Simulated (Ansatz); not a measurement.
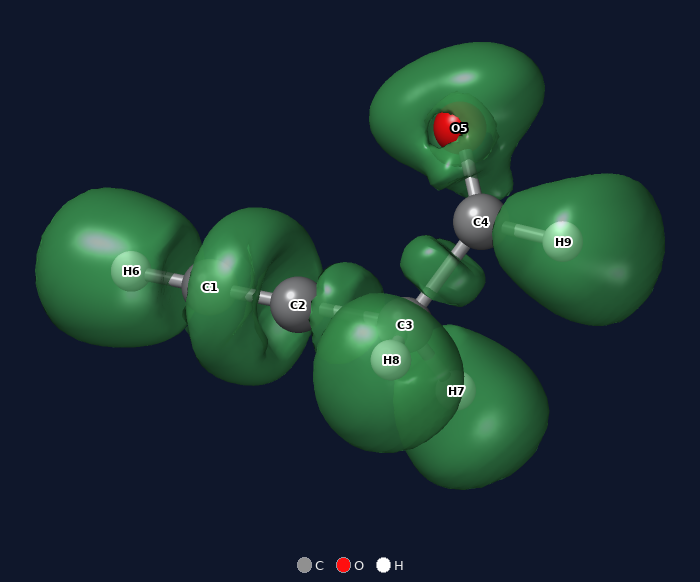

The picture shows: C4H4O. Isosurface of the electron localisation function at 0.75 (green), seen at a tilt. Core shells and regions of very low density are left out.

Level of theory: UKS B3LYP-D4/def2-SVP in Ansatz.

The calculation's input:

```
crystal:
  periodic: [false, false, false]
  atoms:
    - { symbol: C, position_ang: [1.6711, 1.2177, -0.6695] }
    - { symbol: C, position_ang: [0.9048, 0.3565, -0.3058] }
    - { symbol: C, position_ang: [0.0191, -0.6929, 0.1366] }
    - { symbol: C, position_ang: [-1.4456, -0.1853, 0.4066] }
    - { symbol: O, position_ang: [-1.8193, 0.9566, 0.3421] }
    - { symbol: H, position_ang: [2.3262, 1.9739, -1.0128] }
    - { symbol: H, position_ang: [-0.0775, -1.4413, -0.6313] }
    - { symbol: H, position_ang: [-0.14852, 0.61292, -0.19237] }
    - { symbol: H, position_ang: [-2.1021, -0.9834, 0.7742] }
magnetization:
  spin_polarized: true
basis:
  gaussian: { orbitals: def2-SVP }
hamiltonian:
  xc: b3lyp
  dispersion: d4
relax:
  f_tol: 0.02
  max_steps: 50
output:
  orbitals: {}
```

Run with:

```sh
ansatz run input.yaml --threads 2 --pin off --max-ram 3072MiB --backend cpu --events-out ev --progress --plain --runs-dir out
```

The fields are those of the run's last geometry, not of the input's.

Where are the electrons localised?

At this value the surface marks out three regions between bonded C–C atoms (shared pairs), four regions around hydrogen nuclei and one region on O in which the atom's valence shell and bonds are merged. Along the contacts the grid gives the following. C–O (1.20 Å): the ELF peaks at about 0.85 between the atoms: a short, multiple covalent bond. C–C (1.21 Å): the ELF peaks at about 0.85 between the atoms (a multiple bond).
